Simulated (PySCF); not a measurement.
**C$_{4}$H$_{12}$NSi (SMILES CC(C)([NH])C[SiH3]) (doublet): density, localisation and related maps**

```xyz
18

C    -0.9266   -0.6456   -1.1999
C    -0.7114    0.3702   -0.0716
C    -1.0967   -0.2330    1.2823
N    -1.3891    1.5871   -0.2358
C     0.7790    0.8406   -0.0435
Si    2.1172   -0.4818    0.2842
H    -1.9881   -0.8733   -1.2839
H    -0.5830   -0.2426   -2.1517
H    -0.3896   -1.5683   -0.9970
H    -2.1617   -0.4522    1.2863
H    -0.5461   -1.1510    1.4665
H    -0.8953    0.4804    2.0759
H    -1.5276    1.8133   -1.2181
H     0.8601    1.6200    0.7168
H     0.9963    1.3234   -1.0000
H     2.1081   -1.5107   -0.7576
H     3.3952    0.2327    0.2378
H     1.9506   -1.1028    1.5975
```

Geometry: GFN2-xTB.

Theory: PySCF 2.14.0, density-fitted response routines, UKS B3LYP, pcH-1 on C H N Si, non-relativistic, mean-field spin-orbit, GIAO.

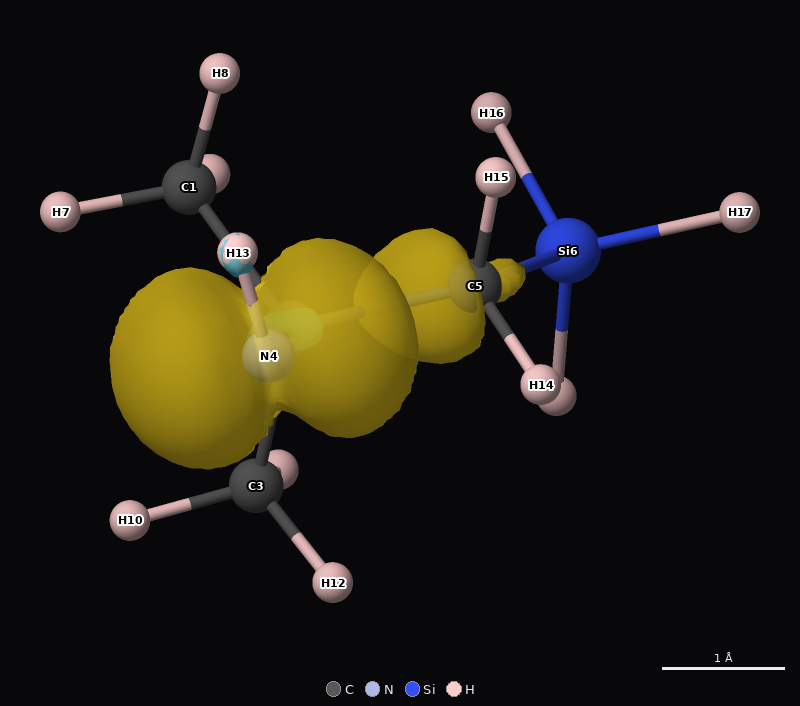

Figure 1. Isosurfaces of the spin density at +0.04 (yellow) and −0.04 e/Å³ (cyan), seen at a tilt.

> Where is the unpaired spin?

The unpaired spin (1 electron) lies mostly on N4 (about 0.8) and C5 (about 0.1), in electrons by Hirshfeld's partition.

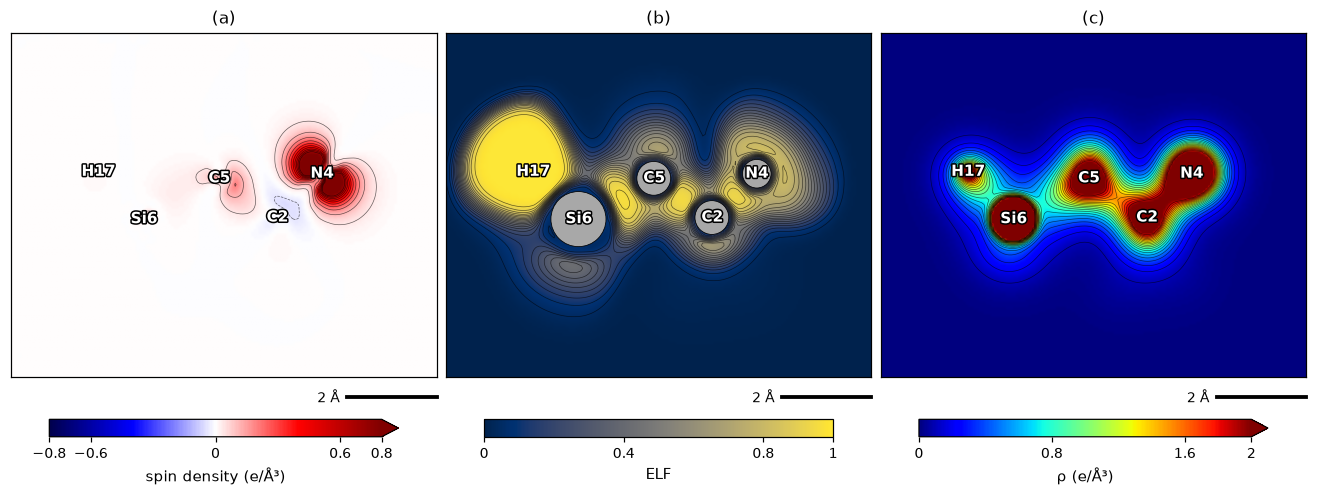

Figure 2. (a) spin density; (b) electron localisation function; (c) electron density on the plane of atoms C5, Si6 and H17. Grey discs cover the atomic cores in the ELF map.

> Read the bonding off the picture.

- Atoms in the plane: C, N, Si and H.
- C–N (1.40 Å): ρ at the midpoint is about 2.2 e/Å³; the ELF peaks at about 0.95 between the atoms; a covalent bond.
- C–Si (1.91 Å): ρ is about 0.9 e/Å³ halfway; the ELF peaks at about 0.95 between the atoms: localised, covalent bonding.
- Si–H (1.46 Å): ρ at the midpoint is about 0.8 e/Å³; the ELF climbs to about 1 towards the hydrogen, as it does in any bond to H.

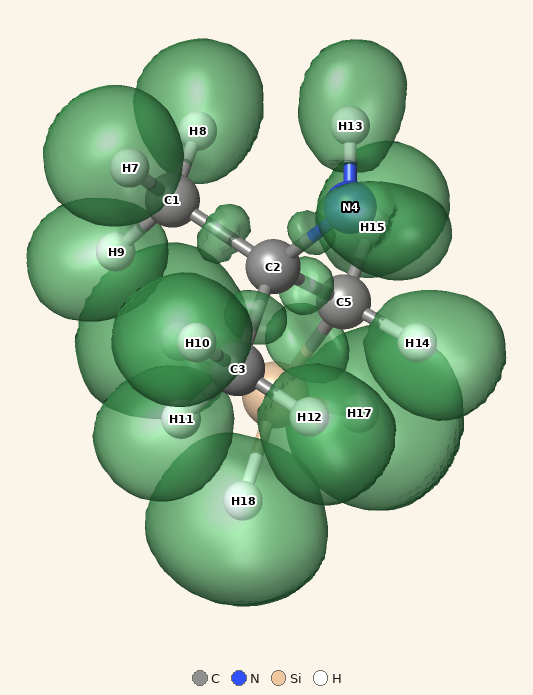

Figure 3. Isosurface of the ELF at 0.85 (green), seen at an oblique angle. Core shells and regions of very low density are left out.

> What do the ELF domains correspond to?

At this value the surface marks out three regions between bonded C–C atoms (shared pairs), one region between bonded C–N atoms (shared pairs), one region between bonded C–Si atoms (shared pairs), twelve regions around hydrogen nuclei and one lobe on N, pointing away from the bonds (non-bonding electrons).


 C–C (1.53 Å): the ELF peaks at about 0.95 between the atoms: a covalent bond.

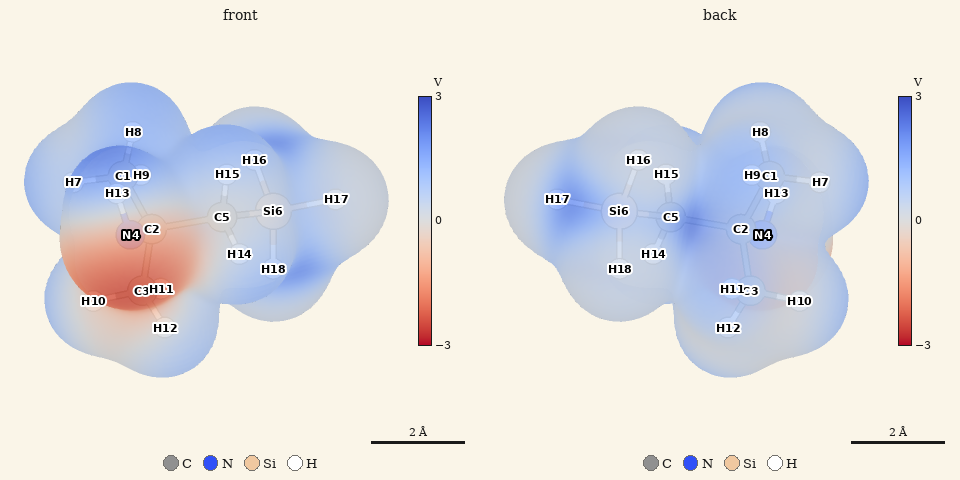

Figure 4. The molecular electrostatic potential painted on the density surface at 0.004 e/bohr³, seen from the front and from behind; red is negative and blue positive.

> Which sites attract a positive test charge, and which a negative one?

A positive charge is drawn to the negative regions and a negative charge to the positive ones. The most negative region (about −2.2 V, or −51 kcal/mol for a unit charge) lies over N4, the most positive (about +1.9 V, or +44 kcal/mol for a unit charge) over Si6 and H13. N4 is the likeliest acceptor of a hydrogen bond.
